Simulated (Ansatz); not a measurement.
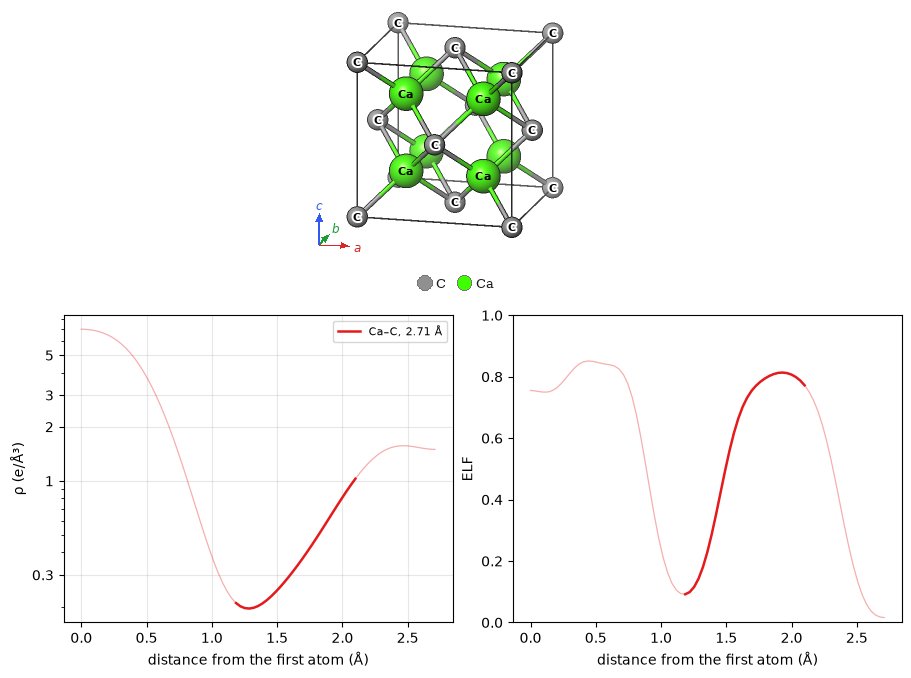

*Ca2C. Valence electron density and electron localisation function along straight lines between neighbouring atoms. Thin, pale parts lie inside the atomic spheres. The structure is drawn too.*

Space group Fm-3m; started from the antifluorite prototype, which need not be the ambient phase.

These are results of DFT, HSE06, plane waves, PAW in Ansatz, not measurements.

The density is the valence pseudo-density of a PAW calculation; it isn't the true density close to the nuclei.

Q: What can be read from the curves?

A: Ca–C (2.71 Å): ρ at the midpoint is about 0.2 e/Å³; the ELF peaks at about 0.80 in the valence shell of C, 0.8 Å from its nucleus, and is about 0.25 at the midpoint; no shared electron pair shows on this line.
